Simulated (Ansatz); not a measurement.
The parent structure is ScCuO$_{2}$ (space group P6_3/mmc, No. 194; a = 3.203 Å, c = 11.284 Å).

Now apply this change: the cell is scaled by 1.0075 in all directions, atoms relaxed at fixed cell.

The values are results of PBEsol, PAW, 420 eV (Ansatz, a program for electronic structure; without spin-orbit coupling), not measurements.

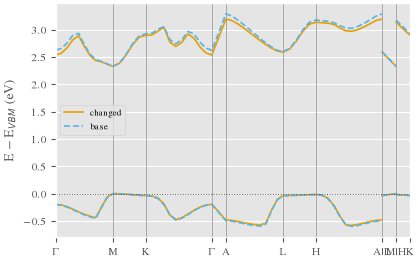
*Highest valence and lowest conduction band along the path, each from its own valence-band maximum*

Read the changed gap and its character from the plot.

About 2.33 eV, direct at M.

The cells carry an imposed strain or load. Whether these cells are dynamically stable was not tested. No Hubbard U is applied. The final runs are not spin-polarised.
